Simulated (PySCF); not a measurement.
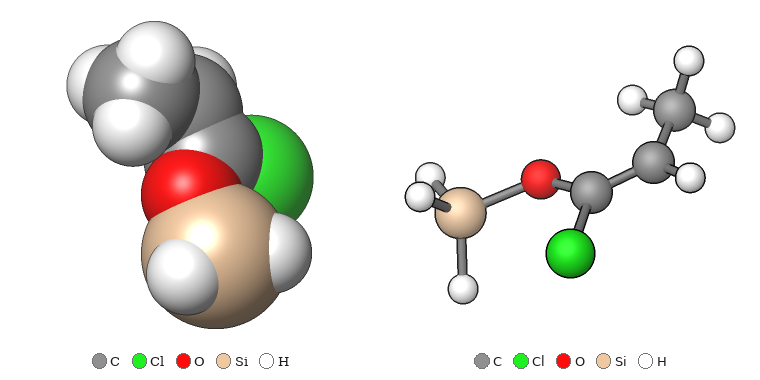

Both panels show the same species.

The geometry was computed by an optimisation with PBE0-D3(BJ)/def2-SVP. No frequency run is at hand to confirm it as a minimum.

Identify the structure.

It has 13 atoms: 3 carbon, 7 hydrogen, 1 chlorine, 1 oxygen and 1 silicon (C3H7ClOSi). As SMILES it reads `C/C=C(/Cl)O[SiH3]`. It has no ring. Among its groups: alkene, C–Cl bond, Si–H bond, Si–O bond. This geometry has Cs symmetry. Coordination: 1 C tetrahedral; 2 C trigonal planar; 1 O bent; 1 Si tetrahedral.

The parts below concern this one geometry. Atoms keep their numbers from picture to picture.

Geometry

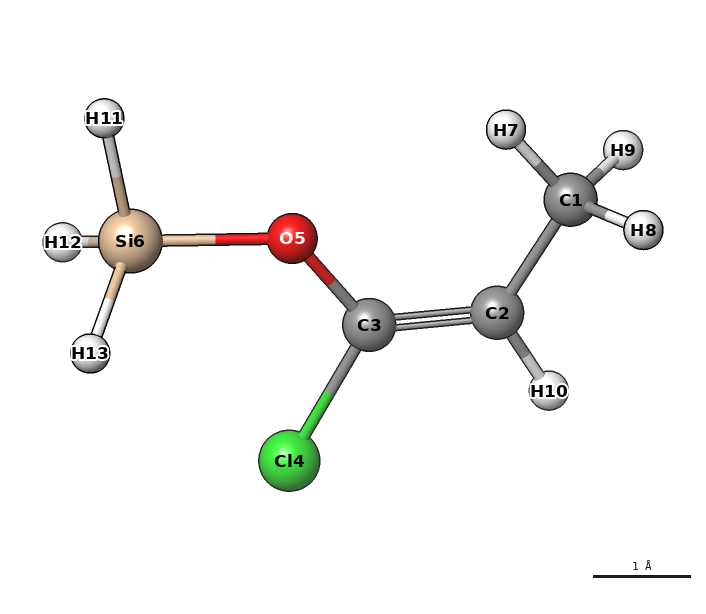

Numbered structure. No frequency run is at hand to confirm it as a minimum.

List the bonds and their lengths.

```csv
bond,length (Å),order
C1–C2,1.491,single
C1–H7,1.098,single
C1–H8,1.103,single
C1–H9,1.103,single
C2–C3,1.336,double
C2–H10,1.092,single
C3–Cl4,1.753,single
C3–O5,1.335,single
O5–Si6,1.691,single
Si6–H11,1.486,single
Si6–H12,1.489,single
Si6–H13,1.489,single
```

NMR shielding

The questions are on isotropic NMR shieldings of the H atoms. No frequency run is at hand to confirm it as a minimum. Method: GIAO PBE0/cc-pVTZ NMR shielding, non-relativistic, gas phase (PySCF 2.14.0).

Give the isotropic NMR shieldings of the H atoms atom by atom.

```tsv
atom	σ (ppm)
H7	29.17
H8	29.88
H9	29.88
H10	26.57
H11	26.47
H12	26.11
H13	26.10
```

Charges

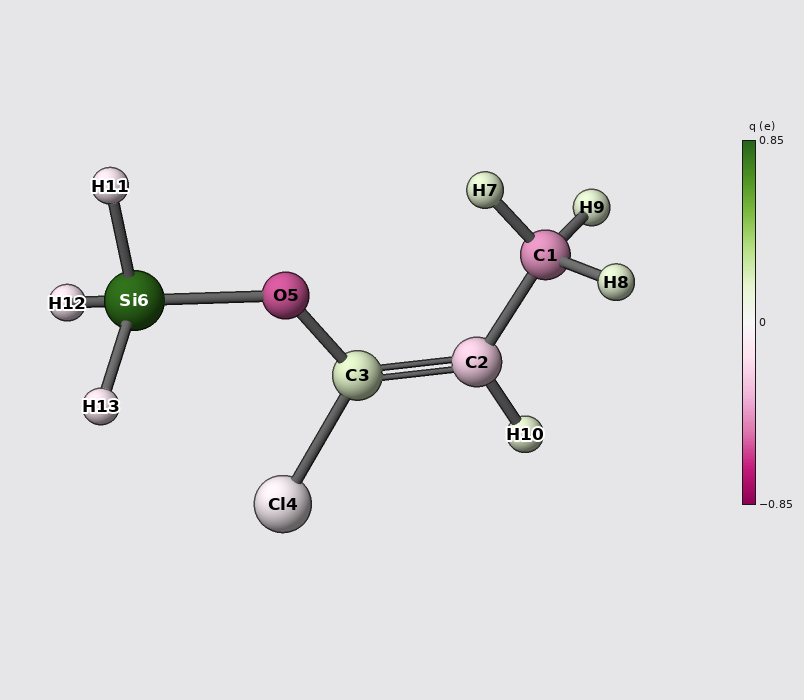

Atoms are coloured by their IAO charges. No frequency run is at hand to confirm it as a minimum. Properties computed with PBE0/aug-cc-pVDZ, gas phase (PySCF 2.14.0).

Give the IAO charges atom by atom.

```
atom  value (e)
  C1      −0.42
  C2      −0.22
  C3       0.18
 Cl4      −0.05
  O5      −0.56
 Si6       0.81
  H7       0.16
  H8       0.15
  H9       0.15
 H10       0.16
 H11      −0.11
 H12      −0.12
 H13      −0.12
```

Dipole moment

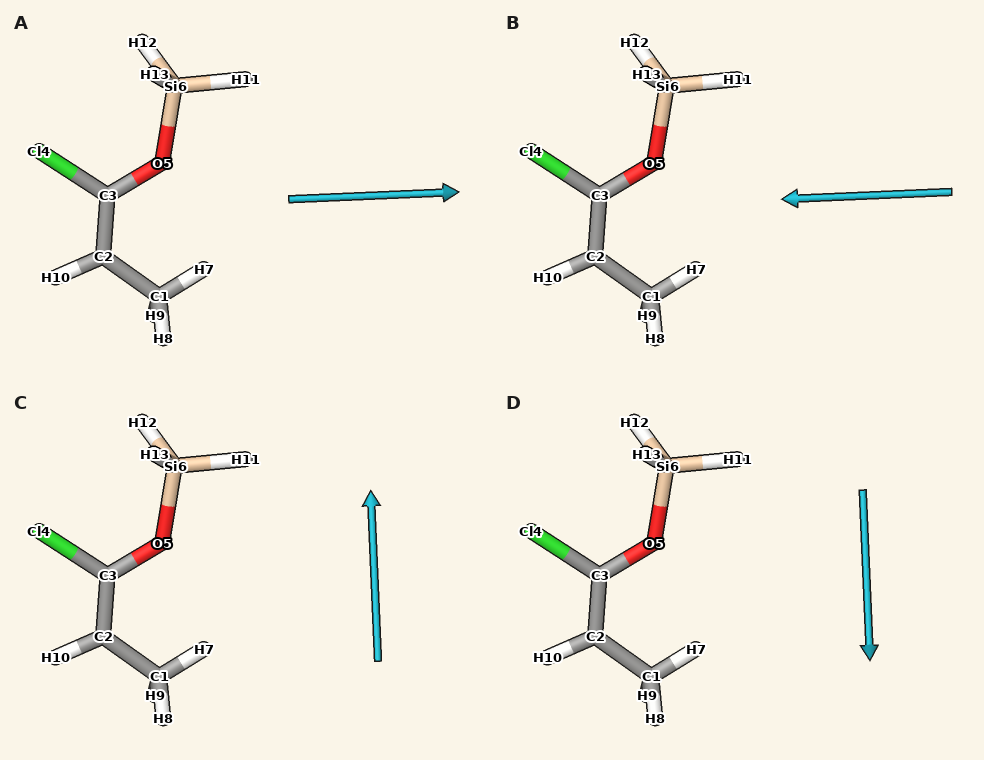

The same molecule four times, each with an arrow. No frequency run is at hand to confirm it as a minimum. Level of theory: PBE0/IGLO-III, gas phase (PySCF 2.14.0).

Which arrow points along the dipole moment, from the negative to the positive end?

A. The dipole moment is 0.62 D; it points from the side of Cl4 to the side of H11 (the outermost atoms at the two ends).

Quadrupole coupling

No frequency run is at hand to confirm it as a minimum. Electric field gradients from the ground-state density, PBE0/cc-pVTZ (PySCF 2.14.0), non-relativistic apart from any core potentials.

Give the largest field-gradient component, the quadrupole coupling constant and the asymmetry for 35Cl at Cl4 (Q = −81.7 mb), 17O at O5 (Q = −25.6 mb), 2H at H7 (Q = 2.86 mb), 2H at H8 (Q = 2.86 mb), 2H at H10 (Q = 2.86 mb), 2H at H11 (Q = 2.86 mb).

| atom | V_zz (a.u.) | e²qQ/h (MHz) | η |
| --- | --- | --- | --- |
| Cl4 | 3.370 | −64.7 | 0.00 |
| O5 | 1.560 | −9.39 | 0.20 |
| H7 | 0.277 | 0.186 | 0.03 |
| H8 | 0.275 | 0.185 | 0.03 |
| H10 | 0.288 | 0.194 | 0.10 |
| H11 | 0.140 | 0.094 | 0.04 |
